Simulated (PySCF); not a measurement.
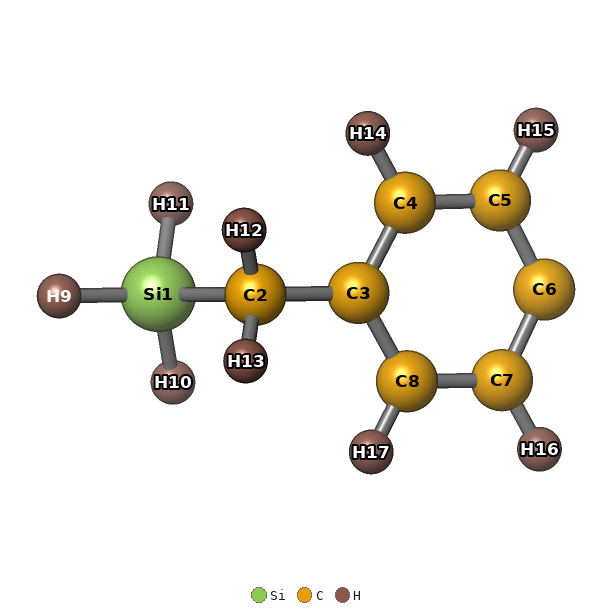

Charge 0, doublet. The geometry was computed by an optimisation with GFN2-xTB. No frequency run is at hand to confirm it as a minimum. Level of theory: UKS B3LYP, pcH-1 on C H Si, non-relativistic (PySCF 2.14.0). Fermi-contact and spin-dipolar terms alone, no spin-orbit part.

Question: Which nucleus has the largest dipolar (anisotropic) hyperfine coupling?

Answer: 13C at C6: principal values −78.9, −62.1, 141.0 MHz.

List the isotropic and dipolar parts for the most strongly coupled nuclei, one of each equivalent set.

| atom | isotope | a_iso (MHz) | dipolar part (MHz) |
| --- | --- | --- | --- |
| C6 | 13C | 405.7 | −78.9, −62.1, 141.0 |
| C5 | 13C | 15.9 | −13.9, −2.4, 16.3 |
| H15 | 1H | 55.7 | −6.9, −5.7, 12.6 |
| C4 | 13C | 49.8 | −6.3, −2.1, 8.3 |
| C3 | 13C | −7.3 | −6.4, 2.3, 4.1 |
| H14 | 1H | 14.1 | −3.1, −2.3, 5.3 |
| H12 | 1H | −1.7 | −0.8, −0.6, 1.3 |
| H10 | 1H | 0.2 | −0.6, −0.4, 1.0 |

The geometry is semi-empirical. Around Si such bond lengths and angles can be off by a tenth of an ångström or more and by several degrees, and values that hang on the shape move with them.
